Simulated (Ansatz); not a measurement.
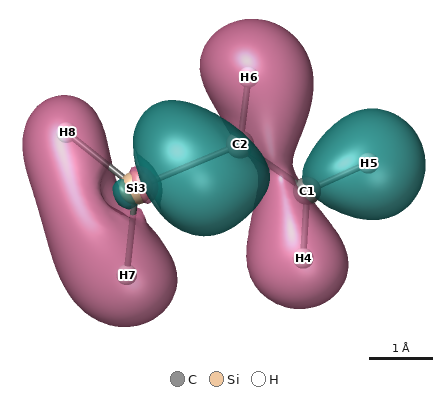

*C₂H₅Si (doublet). The HOMO−1 (β) at ±0.08 Å⁻³ᐟ² (teal and pink are the two phases), seen across its widest extent.*

Geometry: PBE0-D4/def2-TZVP.

Level of theory: UKS PBE0-D4/def2-TZVPP (Ansatz 0.2.0).

Input

```
crystal:
  periodic: [false, false, false]
  atoms:
    - {symbol: C, position_ang: [-0.408592, 0.930223, -0.877907]}
    - {symbol: C, position_ang: [-0.357729, 0.348917, 0.326561]}
    - {symbol: Si, position_ang: [0.886379, -0.913491, 0.807621]}
    - {symbol: H, position_ang: [0.266232, 0.644939, -1.679888]}
    - {symbol: H, position_ang: [-1.128955, 1.708378, -1.111654]}
    - {symbol: H, position_ang: [-1.056658, 0.689200, 1.089165]}
    - {symbol: H, position_ang: [1.531546, -1.544062, -0.375104]}
    - {symbol: H, position_ang: [0.359978, -1.921203, 1.765406]}
basis:
  gaussian: {orbitals: def2-TZVPP}
magnetization: {spin_polarized: true, initial_magnetization: 1}
hamiltonian: {xc: pbe0, dispersion: d4}
output: {orbitals: {seedname: orbitals}}
```

Command:

```sh
ansatz run in.yaml --threads 2 --pin off --events-out ev --progress --plain --max-ram 32768MiB --backend cpu
```

**Describe this orbital and give its energy.**

Its weight (Hirshfeld) is mainly on C2 (about 30 %), Si3 (about 25 %), C1 (about 15 %), H6 (about 10 %), H5 (about 10 %) and H7 (about 5 %). Its energy is −9.16 eV.
